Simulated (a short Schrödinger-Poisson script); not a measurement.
Stack: gated Al0.3Ga0.7N/GaN polarisation-induced gas, at 300 K.

| layer | material | thickness (nm) | Na (cm⁻³) |
|---|---|---|---|
| 1 | Al0.3Ga0.7N | 15 | - |
| 2 | GaN | 6000 | 3e14 |

The device is made up for the run: typed textbook-type constants, with dimensions and the other settings drawn at random. Al0.3Ga0.7N: permittivity 9.32, conduction-band edge (eV) 0.414, gap (eV) 4.021, electron mass (mₑ) 0.236, Nv at 300 K (cm⁻³) 4.6e19. GaN: permittivity 9.5, conduction-band edge (eV) 0, gap (eV) 3.43, Nv at 300 K (cm⁻³) 4.6e19.

Channel valleys (confinement mass, in-plane density-of-states mass, number): Γ 0.2, 0.2, 1. At the gate the conduction-band edge of layer 1 lies 1.23 eV − eVg above the Fermi level of the channel; the field vanishes at the back. Sheet of polarisation charge: +1.5e13 e/cm² at 15 nm from the gate. The barrier under the gate holds no holes. Gaps are held at their typed values at every temperature. Mesh 0.08 nm at interfaces.

From a short Schrödinger-Poisson script (our own, NumPy): 1D Poisson equation in equilibrium, electrons quantum, Hartree (BenDaniel-Duke, 40 states a valley, the channel's in-plane mass for all, wave functions free to enter the barrier), parabolic valleys, classical holes, full ionisation, no traps, pinning or gate leakage.

Only gate voltages with over 1e8 electrons/cm² are shown.

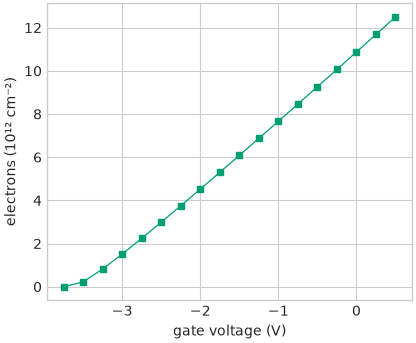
Sheet density against gate voltage

| Vg (V) | electrons (cm⁻²) | in the channel layer | C (μF/cm²) | Γ E0 (meV) | Γ E1 (meV) |
|---|---|---|---|---|---|
| 0.5 | 1.25e13 | 1.13e13 | 0.525 | -128.3 | 5.3 |
| 0.25 | 1.17e13 | 1.06e13 | 0.522 | -120.1 | 8.4 |
| 0 | 1.09e13 | 9.99e12 | 0.519 | -111.8 | 11.5 |
| -0.25 | 1.01e13 | 9.33e12 | 0.517 | -103.4 | 14.6 |
| -0.5 | 9.26e12 | 8.65e12 | 0.514 | -94.9 | 17.6 |
| -0.75 | 8.46e12 | 7.96e12 | 0.512 | -86.3 | 20.7 |
| -1 | 7.66e12 | 7.26e12 | 0.510 | -77.5 | 23.8 |
| -1.25 | 6.87e12 | 6.56e12 | 0.507 | -68.6 | 27.0 |
| -1.5 | 6.08e12 | 5.84e12 | 0.504 | -59.5 | 30.3 |
| -1.75 | 5.30e12 | 5.12e12 | 0.501 | -50.1 | 33.7 |
| -2 | 4.52e12 | 4.39e12 | 0.497 | -40.3 | 37.3 |
| -2.25 | 3.75e12 | 3.66e12 | 0.491 | -29.9 | 41.3 |
| -2.5 | 2.99e12 | 2.93e12 | 0.484 | -18.5 | 45.8 |
| -2.75 | 2.24e12 | 2.21e12 | 0.474 | -5.5 | 51.2 |
| -3 | 1.51e12 | 1.49e12 | 0.458 | 10.3 | 58.6 |
| -3.25 | 8.17e11 | 8.12e11 | 0.425 | 32.7 | 70.6 |
| -3.5 | 2.18e11 | 2.17e11 | 0.318 | 76.4 | 100.6 |
| -3.75 | 4.66e8 | 4.66e8 | 0.00551 | 244.2 | 259.1 |

Subbands count from the Fermi level.
